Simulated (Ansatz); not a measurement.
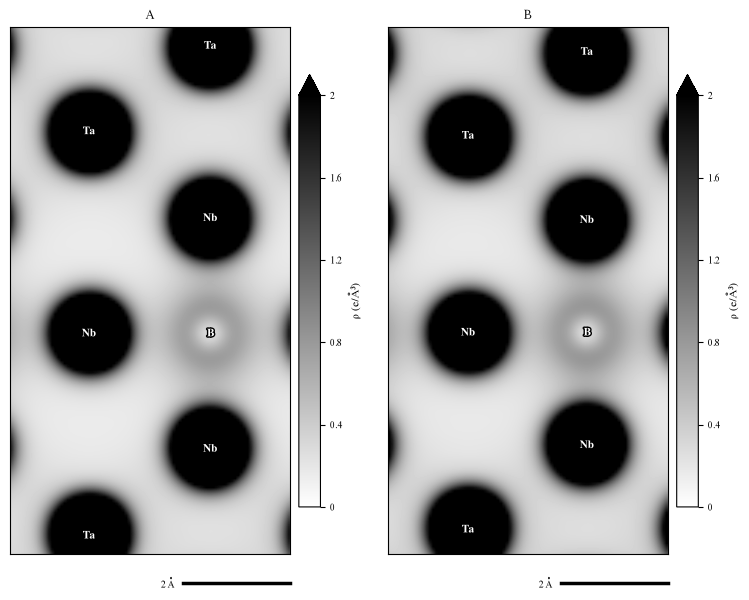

Ta$_{2}$Nb$_{3}$B. The valence pseudo-density of two cells that differ in size, on the (001) plane of each (indices in the axes of the calculation cell), at one length scale and on one colour scale: A has 15.7 Å³ an atom and B 14.7.

Space group I4/mmm; a generated structure, not necessarily the stable one.

These are results of DFT PBE, scalar-relativistic, plane waves, PAW in Ansatz 0.2.0, not measurements.

In a PAW calculation such maps are meaningful between the atoms, not at the nuclei.

Question: What does the compression do to the bonding and the properties?

Answer: From the larger cell to the smaller, Ta–Nb goes from 2.79 to 2.73 Å, and the density at its midpoint from 0.32 to 0.35 e/Å³; Ta–Ta goes from 2.78 to 2.72 Å, and the density at its midpoint from 0.35 to 0.38 e/Å³; Nb–B goes from 2.16 to 2.11 Å, and the density at its midpoint from 0.64 to 0.71 e/Å³; the pressure goes from 13 to 31 GPa.
